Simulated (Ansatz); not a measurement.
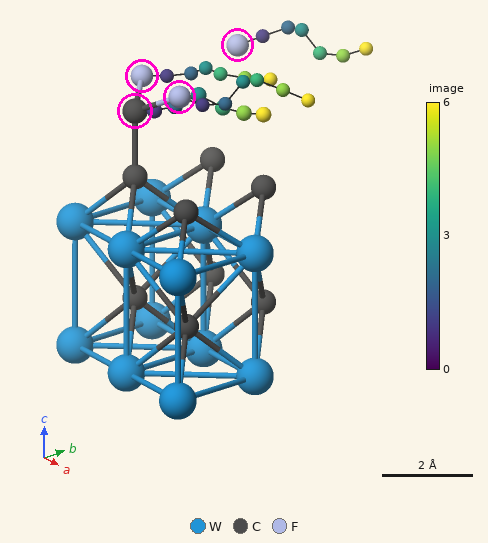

A search for the minimum-energy path of CF3 on WC(001) (20 atoms in the cell) by the nudged elastic band. Images are numbered from 0 (start) to 6 (end). The start is drawn whole; smaller spheres mark the moving atoms (C, F) in the later images, joined by lines and coloured by the number of the image. A ball-and-stick model of the simulation cell, with the vacuum cut short (origin moved), seen slightly off an axis. The atoms that move most are ringed. Bonds to atoms that aren't drawn are left out.

All numbers below come from DFT PBEsol, scalar-relativistic, plane waves, PAW in Ansatz. Run with plane-wave cutoff 420 eV; k-point mesh 3 × 3 × 1; Fermi-Dirac smearing 0.15 eV; 4 atoms held fixed; 5 movable images; climbing image; force threshold 0.05 eV/Å; iteration limit 75; spring constant 1.0 eV/Å²; starting path by image-dependent pair potential.

**What moves, how far, and at what cost in energy?**

A C atom travels furthest, 2.89 Å from end to end, on a path that bends up to 0.46 Å away from the straight line. It doesn't move alone: F (2.89 Å), F (2.89 Å), F (2.89 Å) move with it. Breaking: C–C (1.51 → 3.34 Å). Forming: C–C (3.34 → 1.51 Å). The barrier is about 3.32 eV in both directions, with image 3 at the top; the ends have the same energy. The band converged in 8 iterations. The largest component of the band force went from 4.1 to 0.026 eV/Å. The climbing image converged on the top of the path. A check of its curvatures didn't confirm a first-order saddle.

Limits of the set-up: the cell has an odd number of electrons but was run without spin polarisation; the periodic images lie only 5.8 Å apart, so the values are limited by the cell's size.

The run took 14 min on 4 threads of Arm Neoverse V1, with other jobs on the host, peak memory 2.9 GiB.

PAW datasets: the set soft_1.
